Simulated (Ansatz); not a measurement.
**Cl3FHOTa···PH3: density, localisation and related maps**

Input

```
crystal:
  periodic: [false, false, false]
  atoms:
    - { symbol: Ta, position_ang: [-0.133008, -0.21941, -0.221174] }
    - { symbol: Cl, position_ang: [2.229003, -0.791771, -0.325683] }
    - { symbol: Cl, position_ang: [0.272694, 0.679217, 1.924054] }
    - { symbol: Cl, position_ang: [-0.344217, -0.705357, -2.499564] }
    - { symbol: F, position_ang: [-1.334188, 1.216082, -0.478618] }
    - { symbol: O, position_ang: [-1.069289, -1.717104, 0.400638] }
    - { symbol: H, position_ang: [-1.268372, -2.015698, 1.308186] }
    - { symbol: P, position_ang: [1.518568, 2.877903, -1.468501] }
    - { symbol: H, position_ang: [2.339111, 2.277723, -2.489823] }
    - { symbol: H, position_ang: [0.302168, 2.52026, -2.150762] }
    - { symbol: H, position_ang: [1.56623, 1.671655, -0.695753] }
basis:
  gaussian: { orbitals: def2-SVP }
hamiltonian:
  xc: pbe
relax:
  f_tol: 0.03
  max_steps: 50
output:
  orbitals: {}
```

Launched as:

```sh
ansatz run input.yaml --threads 4 --pin off --max-ram 5120MiB --backend cpu --events-out ev --progress --plain --runs-dir out
```

The fields are those of the run's last geometry, not of the input's.

Core potentials replace the inner electrons of Ta.

Computed with RKS PBE/def2-SVP in Ansatz 0.2.0.

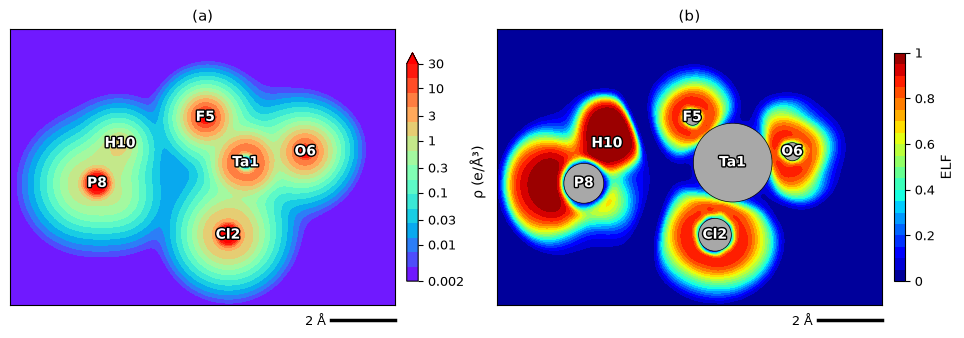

Figure 1. (a) electron density; (b) ELF on the plane of atoms Cl2, Ta1 and O6. Grey discs cover the atomic cores in the ELF map.

Q: Interpret the plot.

A:
- The plane passes through Ta, Cl, F, O, P and H nuclei.
- F5···H10 (2.77 Å): the density falls to about 0.03 e/Å³ on the way; the ELF dips to about 0 between them (a weak contact between the two molecules).
- Ta–O (1.88 Å): ρ is about 1.1 e/Å³ halfway; the ELF peaks at about 0.85 in the valence shell of O, 0.6 Å from its nucleus, and drops to about 0.25 between the two atoms.
- Ta–F (1.88 Å): ρ at the midpoint is about 0.99 e/Å³; the ELF peaks at about 0.85 in the valence shell of F, 0.5 Å from its nucleus, and drops to about 0.25 between the two atoms.
- Ta–Cl (2.31 Å): ρ is about 0.66 e/Å³ halfway; the ELF peaks at about 0.85 in the valence shell of Cl, 0.8 Å from its nucleus, and is about 0.40 at the midpoint.
- P–H (1.44 Å): ρ at the midpoint is about 1 e/Å³; the ELF climbs to about 1 towards the hydrogen, as it does in any bond to H.
- The ELF also peaks beside P8, away from the bonds: lone-pair regions.

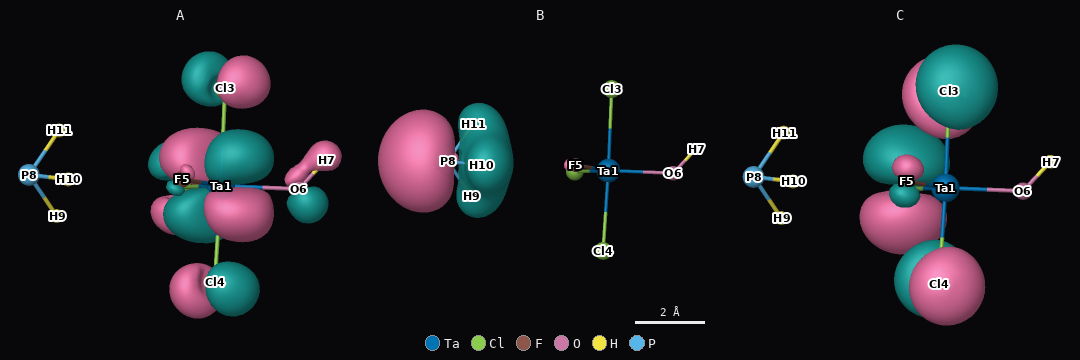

Figure 2. Three frontier orbitals at ±0.1 Å⁻³ᐟ² (teal and pink are the two phases), in no order.

Q: Which picture is the HOMO−1, the HOMO and the LUMO?

A: C is the HOMO−1 (−7.76 eV). By Hirshfeld shares it lies mainly on Cl2 (about 40 %), Cl3 (about 30 %) and Cl4 (about 25 %); largely a combination of lone pairs on Cl2, Cl3 and Cl4. B is the HOMO (−6.63 eV). It lies mainly on P8 (about 80 %), H11 (about 5 %), H10 (about 5 %) and H9 (about 5 %); largely a lone pair of P8. A is the LUMO (−4.18 eV). It lies mainly on Ta1 (about 65 %), Cl4 (about 10 %), Cl3 (about 10 %) and Cl2 (about 10 %).

Q: What is the HOMO–LUMO gap?

A: 2.45 eV between the orbital energies.
